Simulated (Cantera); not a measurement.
Input: 1 mol C3H8, 0.09 mol CO2, at 2575 K.

Cantera equilibrium calculation (NASA polynomials, part measured and part estimated; ideal gas, pure solids and liquids). Candidate condensed phases: C, C6H6, C7H8, C8H18, H2O; 110 gas species. The ideal-gas law is rough above about 30 bar. Equilibrium is a limit: real reactors are often held back by kinetics, nucleation or transport.

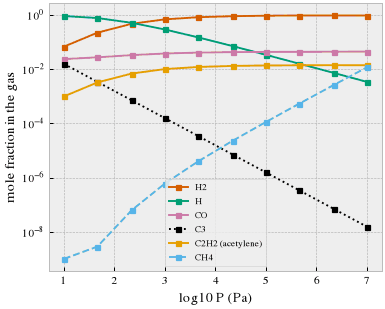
Figure: Equilibrium gas composition (values under 1e-9 drawn at 1e-9)

From 10.0 Pa to 100 bar the condensed part is C(graphite). The main C-bearing gas is C3 at 10.0 Pa and CO at 100 bar. The share of C in condensed phases is highest at 2.20 mbar (91.0 %) and lowest at 10.0 Pa (79.4 %).
